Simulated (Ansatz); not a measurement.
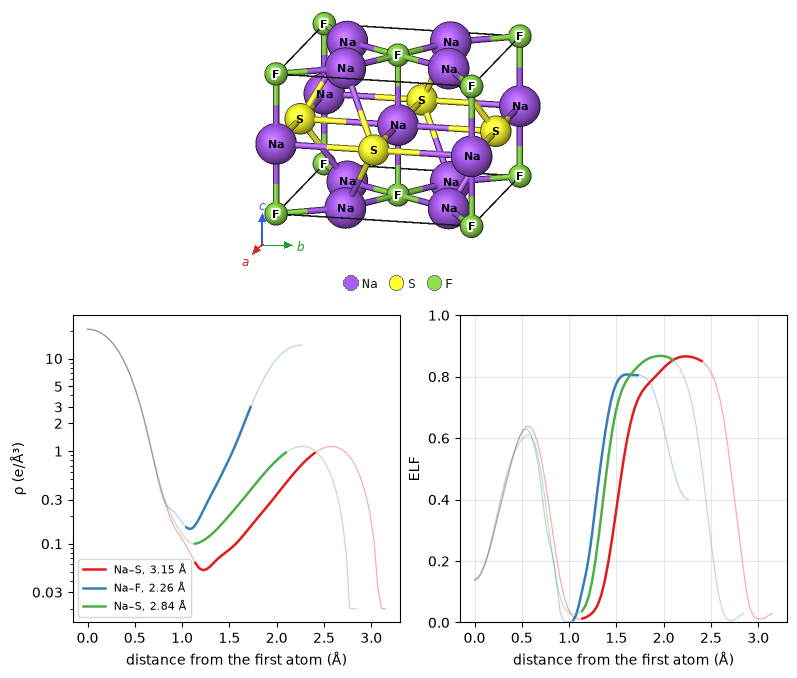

Na3SF. Valence electron density and ELF along straight lines between neighbouring atoms. Thin, pale parts lie inside the atomic spheres. The structure is drawn too.

Space group P4/mbm; a structure generated by program, which may or may not match a known phase.

These are results of Ansatz 0.2.0, DFT PBE, scalar-relativistic, plane waves, PAW, not measurements.

The density is the valence pseudo-density of a PAW calculation; it isn't the true density close to the nuclei.

```xyz
10
Lattice="6.2961 0.0000 0.0000 0.0000 6.2961 0.0000 0.0000 0.0000 4.5233" Properties=species:S:1:pos:R:3 pbc="T T T"
Na    5.0785    1.9304    0.0000
Na    4.3656    5.0785    0.0000
Na    3.1480    3.1480    2.2616
Na    1.2176    4.3656    0.0000
Na    1.9304    1.2176    0.0000
Na    0.0000    0.0000    2.2616
S     0.0000    3.1480    2.2616
S     3.1480    0.0000    2.2616
F     3.1480    3.1480    0.0000
F     0.0000    0.0000    0.0000
```

What kind of bonding do the profiles show?

Na–S (3.15 Å): ρ at the midpoint is about 0.1 e/Å³, with its minimum of 0.05 e/Å³ about 1.2 Å from Na; the ELF peaks at about 0.85 in the valence shell of S, 0.9 Å from its nucleus, and falls to about 0 next to Na: a largely ionic contact.
Na–F (2.26 Å): the density is about 0.16 e/Å³ at the midpoint; the ELF peaks at about 0.80 in the valence shell of F, 0.7 Å from its nucleus, and is about 0.10 at the midpoint; a largely ionic contact.
Na–S (2.84 Å): the density is about 0.16 e/Å³ at the midpoint; the ELF peaks at about 0.85 in the valence shell of S, 0.9 Å from its nucleus, and falls to about 0 next to Na (an ionic contact with no shared pair).
